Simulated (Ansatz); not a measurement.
# ZrCdS3 (model cell, started as cubic perovskite with Zr in the octahedra): phonons and vibrational spectra

The cell of ZrCdS3 (model cell, started as cubic perovskite with Zr in the octahedra) is at rest. What are its phonons? After the zone centre comes a 2×2×2 q mesh on a 8×8×8 k mesh.

Program: Ansatz 0.2.0. Level of theory: DFT PBEsol, scalar-relativistic, plane waves, PAW; PAW set soft_1. Results are calculated unless marked as measured.

The structure was built from a prototype and need not be the compound's stable phase.

## Step 1: Set-up

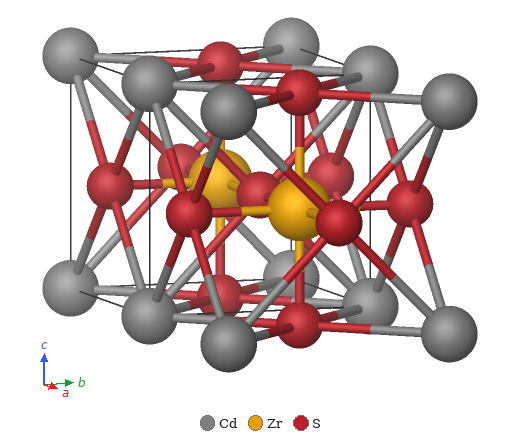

The cell as given, slightly off an axis (cadmium grey, zirconium orange, sulfur red). 2×1×1 cells are drawn. Some periodic images of atoms are drawn too.

As a file:

```cif
data_structure
_symmetry_space_group_name_H-M 'P 1'
_symmetry_Int_Tables_number 1
_cell_length_a 4.9204
_cell_length_b 4.9204
_cell_length_c 4.9204
_cell_angle_alpha 90.000
_cell_angle_beta 90.000
_cell_angle_gamma 90.000
_cell_volume 119.13
loop_
_atom_site_label
_atom_site_type_symbol
_atom_site_fract_x
_atom_site_fract_y
_atom_site_fract_z
_atom_site_occupancy
Cd1 Cd 0.00000 0.00000 0.00000 1
Zr2 Zr 0.50000 0.50000 0.50000 1
S3 S 0.50000 0.50000 0.00000 1
S4 S 0.50000 0.00000 0.50000 1
S5 S 0.00000 0.50000 0.50000 1
```

## Step 2: Zone-centre response

The cell comes from relaxations at this level that are not shown. The zone centre comes first: it holds the modes that light can see, as far as symmetry allows. No field response is asked, since the mesh shows no gap.

The input, input.yaml:

```yaml
crystal:
  lattice:
    - [4.9204475525, 0.0, 0.0]
    - [0.0, 4.9204475525, 0.0]
    - [0.0, 0.0, 4.9204475525]
  atoms:
    - { symbol: Cd, position: [0.0, 0.0, 0.0] }
    - { symbol: Zr, position: [0.5, 0.5, 0.5] }
    - { symbol: S, position: [0.5, 0.5, 0.0] }
    - { symbol: S, position: [0.5, 0.0, 0.5] }
    - { symbol: S, position: [0.0, 0.5, 0.5] }
kpoints:
  mp_grid: { grid: [8, 8, 8] }
hamiltonian:
  xc: pbesol
  pseudopotentials: { kind: paw, azcp: { folder: soft_1 }, xc_functional: pbe }
scf:
  occupations: { method: methfessel_paxton, width: 0.2 }
output:
  eigenvalues: true
phonons:
  method: dfpt
```

On the command line:

```sh
> ansatz run input.yaml --threads 8 --pin off --max-ram 16384MiB --backend cpu --events-out ev --progress --plain --runs-dir out
```

Numbers of over 12 decimals in the logs are rounded to 6 here.

What it wrote:

```text
zone centre: on kpoints.mp_grid the ground state, and the responses unless they are solved on pairs of k-points, stand on 125 of the mesh's 512 k-points, reduced under 8 symmetry operations, with k and −k counted as one. Each operation leaves every solved displacement unchanged or reverses it
Engine: ansatz 0.2.0, x86_64-unknown-linux-gnu
Pseudopotentials: kind: paw
Pseudopotential: Cd, paw, valence charge 20, recommended cutoff 420 eV (normal), soft_1/Cd.paw.azcp
Pseudopotential: Zr, paw, valence charge 12, recommended cutoff 420 eV (normal), soft_1/Zr.paw.azcp
Pseudopotential: S, paw, valence charge 6, recommended cutoff 420 eV (normal), soft_1/S.paw.azcp
Functional definition: PBEsol
  exchange = pbesol_x
  correlation = pbesol_c
Crystal: 5 atoms, lattice volume = 119.128 Å³
Basis set: ecut = 420 eV, 2325 PW (Γ), exchange–correlation on 72×72×72 points (8 copies of the dense FFT grid, shifted against one another)
Bands: 30, of which v1, the nominal top of the filled ones, is band 25 counted from 1 (24 counted from 0)
Symmetry: 48 space group operations
k-points: 125 of 512 (irreducible under 8 space group operations)
Non-local potential: Cd, projectors of the file, l = 0: 3, l = 1: 2, l = 2: 2, l = 3: 1
Non-local potential: Zr, projectors of the file, l = 0: 3, l = 1: 2, l = 2: 2, l = 3: 1
Non-local potential: S, projectors of the file, l = 0: 2, l = 1: 2, l = 2: 1
PAW form: soft (Blöchl's): semilocal exchange-correlation on the pseudo side does not see the compensation charge
PAW frozen core: Cd, regenerated for the run's functional, and the local potential with it (the file was generated under x = pbe(κ = 0.804, μ = 0.219515), c = pbe(β = 0.066725))
PAW frozen core: Zr, regenerated for the run's functional, and the local potential with it (the file was generated under x = pbe(κ = 0.804, μ = 0.219515), c = pbe(β = 0.066725))
PAW frozen core: S, regenerated for the run's functional, and the local potential with it (the file was generated under x = pbe(κ = 0.804, μ = 0.219515), c = pbe(β = 0.066725))
PAW one-centre angular grid: Cd, 590 points (default); XC on 64 Gauss nodes
PAW one-centre angular grid: Zr, 590 points (default); XC on 64 Gauss nodes
PAW one-centre angular grid: S, 110 points (default); XC on 64 Gauss nodes
Initial density: superposition of atomic densities (chi_scale 0.1, normalization cell, long waves kept (reshape's long-wave potential 0.00 eV rms))
Initial wavefunctions: pseudopotential atomic-orbital guess
Functional: x = pbesol(κ = 0.804, μ = 0.123457), c = pbesol(β = 0.046)
SCF iter   1: F=—  HF=-14971.455358 eV  |F-HF|=—  |Δ(HF+E_count)|=         —  Δρ=3.98e-2  dr2=4.29e0  ethr=3.10e-3  ⟨swp⟩=6.1  Hψ=16476  notcnv=0
preconditioner: auto → Kerker (q_TF=auto, 2.361 Å⁻¹)  [metal: Δε(μ)=0.001 eV  Ē_g=7.791 eV  σ=0.200 eV  W_gap=0.00  n_scr=26 (ndim 8)  ℏωp=19.8 eV  f_vac=0.000  D(μ)=3.09/eV (n_scr^D=18)]
SCF iter   2: F=—  HF=-14970.829781 eV  |F-HF|=—  |Δ(HF+E_count)|=   6.26e-1  S|Δr|=    0.00e0  Δρ=2.28e-2  dr2=1.77e0  ethr=3.10e-3  ⟨swp⟩=2.0  Hψ=5147  notcnv=0
SCF iter   3: F=—  HF=-14970.411060 eV  |F-HF|=—  |Δ(HF+E_count)|=   4.19e-1  S|Δr|=    0.00e0  Δρ=6.28e-3  dr2=1.65e-1  ethr=3.10e-3  ⟨swp⟩=2.7  Hψ=6040  notcnv=0
SCF iter   4: F=—  HF=-14970.369228 eV  |F-HF|=—  |Δ(HF+E_count)|=   4.18e-2  S|Δr|=    0.00e0  Δρ=2.59e-3  dr2=1.77e-2  ethr=3.29e-4  ⟨swp⟩=2.5  Hψ=7320  notcnv=0
SCF iter   5: F=—  HF=-14970.366068 eV  |F-HF|=—  |Δ(HF+E_count)|=   3.16e-3  S|Δr|=    0.00e0  Δρ=8.87e-4  dr2=8.64e-4  ethr=3.55e-5  ⟨swp⟩=2.0  Hψ=5359  notcnv=0
SCF iter   6: F=—  HF=-14970.366036 eV  |F-HF|=—  |Δ(HF+E_count)|=   3.17e-5  S|Δr|=    0.00e0  Δρ=2.02e-4  dr2=6.94e-5  ethr=1.73e-6  ⟨swp⟩=2.0  Hψ=6977  notcnv=0  defer=6
SCF iter   7: F=—  HF=-14970.366076 eV  |F-HF|=—  |Δ(HF+E_count)|=   4.04e-5  S|Δr|=    0.00e0  Δρ=5.62e-5  dr2=7.93e-6  ethr=1.39e-7  ⟨swp⟩=2.1  Hψ=4789  notcnv=0  defer=6
SCF iter   8: F=—  HF=-14970.366076 eV  |F-HF|=—  |Δ(HF+E_count)|=   7.86e-7  S|Δr|=    0.00e0  Δρ=1.17e-5  dr2=2.67e-7  ethr=1.59e-8  ⟨swp⟩=2.1  Hψ=5595  notcnv=0  defer=6
SCF iter   9: F=—  HF=-14970.366091 eV  |F-HF|=—  |Δ(HF+E_count)|=   1.52e-5  S|Δr|=    0.00e0  Δρ=3.49e-6  dr2=3.14e-8  ethr=5.35e-10  ⟨swp⟩=2.1  Hψ=5170  notcnv=0  defer=6
SCF iter  10: F=—  HF=-14970.366091 eV  |F-HF|=—  |Δ(HF+E_count)|=  4.55e-10  S|Δr|=    0.00e0  Δρ=5.38e-7  dr2=3.87e-10  ethr=6.29e-11  ⟨swp⟩=2.3  Hψ=5791  notcnv=0  defer=6
SCF iter  11: F=-14970.366091 eV  HF=-14970.366091 eV  |F-HF|=1.09e-11  |Δ(HF+E_count)|=  2.67e-10  S|Δr|=    0.00e0  Δρ=1.03e-7  dr2=8.66e-12  ethr=1.00e-12  ⟨swp⟩=7.0  Hψ=22529  notcnv=0
SCF 1 converged in 11 iterations: F = -14970.366091 eV  dr2 = 8.66e-12
  greatest PAW one-centre occupation: 1.000 electrons in one spin orbital (limit 2), on the Cd atom at site 0 (counted from 0), in its partial waves of l = 0
DFPT response loops at Γ: preconditioner auto → Kerker (q_TF=auto, 2.361 Å⁻¹) (partly filled bands, converged f_vac=0.003); β = 1.00, the filter's whole step (`scf.mixing.beta` (0.50) is not read by the response loops under this deck's `scf.mixing.preconditioner`; to damp them name `kerker` or `kerker_dos`, under which they read `scf.mixing.beta`, and type it under 1.00, their step now; both keys bind the ground state too); Broyden in place of MSR1
SCF converged after 11 iterations
Stability not checked: this state was not tested for a lower state beside it, because cold or Methfessel-Paxton smearing, or corrected tetrahedra, fill the levels in a way that the test cannot read (fill_not_monotonic; see scf.lower_state_search)
Free energy (F): -14970.366091 eV
Harris-Foulkes:  -14970.366091 eV  (|F-HF|=1.09e-11)
Internal energy: -14970.356736 eV  (E = F + TS)
E sigma→0 (E₀):  -14970.363752 eV
Entropy (-TS):   -0.009355 eV (-1.871 meV/atom)
Fermi energy:    7.115321 eV
--- Per-component energies (eV) ---
  E_band       = -680.112925
  E_kinetic    = 1072.169271
  E_local      = -5109.758506  (includes V_loc(G=0)·N_el)
  E_nonlocal   = 303.449023
  E_hartree    = 2180.594807
  E_xc         = -570.622034
  E_vxc        = -622.245119  (∫ρ·V_xc dr)
  E_paw        = -8718.291825  (= ΣΔE_a)
  E_vpaw       = -684.917493  (= ΣTr[D̂ρ^β])
  E_aug_tail   = 0.000266  (compensation charges beyond the density's cutoff)
  E_ewald      = -4128.591268
  E_core_change = 0.693530  (= ΣΔE_core)
  E_smearing   = -0.009355  (= −TS)
  E_closure    = -0.000000  (closes the sum)
  Σ components = -14970.366091   (vs F -14970.366091, Δ=0.00e0)
--- Band table (eV; the first three rows and the last of 125) ---
  k-point 0: bands = [... 21 lower, 6.1008, 6.1008, 6.7086, 6.7086, 6.7086, 7.8622, 7.8622, 7.8622, ... 1 higher]
  k-point 1: bands = [... 21 lower, 5.8765, 6.0477, 6.6030, 6.6030, 6.6730, 7.8692, 8.3346, 8.3346, ... 1 higher]
  k-point 2: bands = [... 21 lower, 5.3966, 5.9262, 6.5796, 6.5796, 7.2472, 7.8863, 9.2105, 9.2105, ... 1 higher]
  k-point 124: bands = [... 21 lower, 3.2528, 5.6842, 7.3617, 7.3617, 7.3617, 10.7764, 10.7764, 10.7764, ... 1 higher]
--- Phonons (Γ-DFPT): 4 representative perturbations + reference, on 125 of 512 k-points (Σ response iterations 12) ---
  k mesh reduced under 8 symmetry operations, with k and −k counted as one. Each operation leaves every solved displacement unchanged or reverses it
  ASR residual: 7.751e-5 → 0.000e0 eV/Å²; symmetrization residual: 1.877e-5 eV/Å²
  ASR residual per site (eV/Å²): 5.25e-5 7.22e-6 7.75e-5 7.75e-5 7.75e-5
  Γ frequencies (cm⁻¹): -135.65 -135.65 -135.65 -118.82 -118.82 -118.82 -57.26 -57.26 -57.26 0.00 0.00 0.00 356.74 356.74 356.74
  non-analytic LO–TO correction: not included (Born effective charges unavailable; polar crystals: no LO–TO splitting at Γ)
```

Wall time 24 s (8 threads of AMD EPYC 7B13 (Zen 3), shared host); peak memory 1.7 GiB.

This step gave:

```yaml
volume_per_atom: 23.83 Å³
gap_on_the_k_mesh: 0 eV
sum_rule_residual_before_enforcement: 7.75e-5 eV/Å²
point_group: m-3m
highest_optical_mode_at_the_zone_centre_no_lo_to_term: 356.7 cm⁻¹
lowest_optical_zone_centre_mode: -135.7 cm⁻¹
```

Patterns of degenerate modes are one choice out of their space. The modes at Γ (shares of kinetic energy by element, %) (negative means imaginary):

| mode | frequency (cm⁻¹) | symmetry | Cd % | Zr % | S % |
| --- | --- | --- | --- | --- | --- |
| 1 | -135.7 | T2u | 0 | 0 | 100 |
| 2 | -135.7 | T2u | 0 | 0 | 100 |
| 3 | -135.7 | T2u | 0 | 0 | 100 |
| 4 | -118.8 | T1u | 18 | 10 | 73 |
| 5 | -118.8 | T1u | 18 | 10 | 73 |
| 6 | -118.8 | T1u | 18 | 10 | 73 |
| 7 | -57.3 | T1u | 45 | 49 | 6 |
| 8 | -57.3 | T1u | 45 | 49 | 6 |
| 9 | -57.3 | T1u | 45 | 49 | 6 |
| 10 | 0.0 | acoustic | 37 | 30 | 32 |
| 11 | 0.0 | acoustic | 37 | 30 | 32 |
| 12 | 0.0 | acoustic | 37 | 30 | 32 |
| 13 | 356.7 | T1u | 0 | 11 | 89 |
| 14 | 356.7 | T1u | 0 | 11 | 89 |
| 15 | 356.7 | T1u | 0 | 11 | 89 |

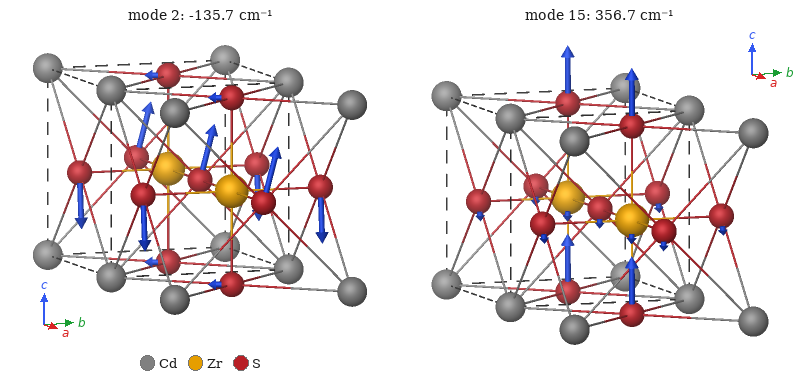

Displacement patterns of modes 2 and 15 at Γ; arrows are exaggerated. 2×1×1 cells are drawn. Some periodic images of atoms are drawn too.

Before it was imposed, the acoustic sum rule was missed by 7.8e-5 eV/Å². Small misses are needed for a sound result but don't prove that mesh and cutoff are converged. The lowest optical mode is imaginary, 135.7i cm⁻¹, so the energy falls along it.

(Part 1 of 2 ends here.)

[Logs are printed without paths, hosts, clocks, repeated set-up lines and the standing remarks that a program may print on its own settings, such as how far it seeks lower states.]

[Hosts, paths, dates, database ids (printed as entryN), source tags and the programs' standing remarks are cut or masked in the printed files.]
